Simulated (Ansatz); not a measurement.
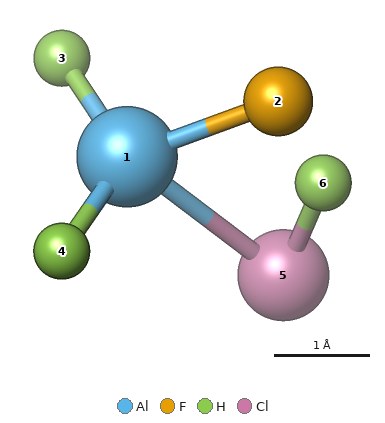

*The input geometry (ball-and-stick view, seen at a tilt; atoms are numbered from 1 in the order of the input). Sticks mark near contacts.*

**AlH3ClF: phonon calculation**

AlH3ClF, computed with RKS r2SCAN/def2-SVP (Ansatz 0.2.0).

It belongs to a series of runs on one base structure; here: vibrations at the highest image of the band. Figures and captions count atoms from 1; the log counts them from 0 in places.

Input
```yaml
crystal:
  periodic: [false, false, false]
  atoms:
    - { symbol: Al, position_ang: [0.010346, -0.163429, 0.000621] }
    - { symbol: F, position_ang: [0.014363, 0.041943, 1.785806] }
    - { symbol: H, position_ang: [1.415464, 0.152382, -0.637072] }
    - { symbol: H, position_ang: [-1.417509, 0.073613, -0.620685] }
    - { symbol: Cl, position_ang: [0.080477, -2.425116, 0.889252] }
    - { symbol: H, position_ang: [0.055659, -1.280194, 1.782278] }
basis:
  gaussian: { orbitals: def2-SVP }
hamiltonian:
  xc: r2scan
phonons: {}
```

Run on 1 thread of Arm Neoverse V1, 24 GiB of memory available, shared host.

Command:
```bash
ansatz run input.yaml --threads 1 --pin off --max-ram 2048MiB --backend cpu --events-out ev --progress --plain --runs-dir out
```

What the program printed
```
Engine: ansatz 0.2.0, aarch64-unknown-linux-gnu
Functional definition: r2SCAN
  parameter k0 = 0.174
  parameter k1 = 0.065
  parameter a1 = 4.9479
  exchange = r2scan_x(k0 = k0, k1 = k1, a1 = a1)
  correlation = r2scan_c
710 factors; their error is unknown
mean field evaluation 1: about -21874.7536 eV, gradient 3.0e1 eV
mean field evaluation 2: about -21871.7056 eV, gradient 5.5e1 eV
mean field evaluation 4: about -21876.3285 eV, gradient 1.1e0 eV
mean field evaluation 8: about -21876.2905 eV, gradient 1.3e-2 eV
mean field -21876.29048742 eV, -803.9388471302 hartree, gradient 5.2e-5 eV, S^2 0.000000; 0 other end points of the search recorded, 0 dependent functions left out
the calculation of the forces begins
reference -21876.29049749 eV, -803.9388475006 hartree; 21, 21 occupied and 44, 44 virtual orbitals, 710 factors
these checks for a lower state are left out or cut short: stability, starts, cluster_reference, orbital_swaps, neighbouring_geometries, increment
710 factors; their error is unknown
mean field evaluation 16: about -21876.2904 eV, gradient 1.0e-1 eV
mean field -21876.29040007 eV, -803.9388439205 hartree, gradient 1.5e-6 eV, S^2 0.000000; 0 other end points of the search recorded, 0 dependent functions left out
[... from here on the field's lines of each further geometry are left out, up to the last ...]
the calculation of the forces begins
reference -21876.29045090 eV, -803.9388457883 hartree; 21, 21 occupied and 44, 44 virtual orbitals, 710 factors
these checks for a lower state are left out or cut short: stability, starts, cluster_reference, orbital_swaps, neighbouring_geometries, increment
710 factors; their error is unknown
mean field -21876.29048105 eV, -803.9388468964 hartree, gradient 1.2e-6 eV, S^2 0.000000; 0 other end points of the search recorded, 0 dependent functions left out
the calculation of the forces begins
reference -21876.29049113 eV, -803.9388472668 hartree; 21, 21 occupied and 44, 44 virtual orbitals, 710 factors
WARN: phonons: modes at or below zero, which the zero-point energy, F, S and C_V leave out: 1, the lowest at -299.57 cm⁻¹. A minimum has none, and a first-order saddle one
Total energy: -21876.29049749 eV, -803.9388475006 hartree
Atom 0 at     0.010346    -0.163429     0.000621 Å, force    -0.002686    -0.014485     0.023530 eV/Å
Atom 1 at     0.014363     0.041943     1.785806 Å, force     0.005444     0.010713    -0.019965 eV/Å
Atom 2 at     1.415464     0.152382    -0.637072 Å, force     0.002239     0.004459    -0.002091 eV/Å
Atom 3 at    -1.417509     0.073613    -0.620685 Å, force    -0.001416     0.002927    -0.002334 eV/Å
Atom 4 at     0.080477    -2.425116     0.889252 Å, force     0.002482     0.027440     0.008914 eV/Å
Atom 5 at     0.055659    -1.280194     1.782278 Å, force    -0.006063    -0.031054    -0.008055 eV/Å
Dipole moment:     0.002258    -0.048545     0.037454 e Å
Vibrations: -299.57 321.74 389.07 531.99 548.78 650.38 766.58 790.67 993.81 1569.98 1979.87 1997.61 cm⁻¹, zero-point energy 0.653427 eV
```

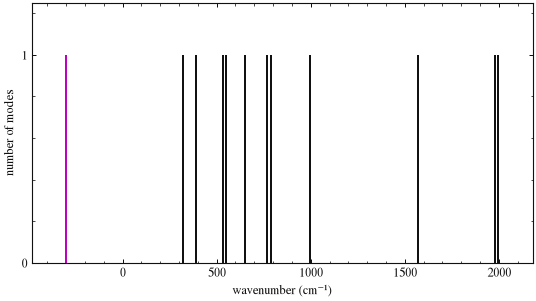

*Harmonic vibrational wavenumbers from the force constants; neighbouring modes closer than 10 cm⁻¹ are counted in one stick, and imaginary ones are drawn at negative wavenumbers.*

12 modes from 300i to 1998 cm⁻¹, 1 imaginary beyond 8i (300i cm⁻¹): a first-order saddle point, if the geometry is stationary.

Results in brief

| quantity | value |
| --- | --- |
| outcome | converged |
| total energy | −21876.2905 eV |
| mean-field energy | −21876.2905 eV |
| largest force (length of the vector) | 0.033 eV/Å |
| wall time | 63 s |
| peak memory | 0.11 GiB |
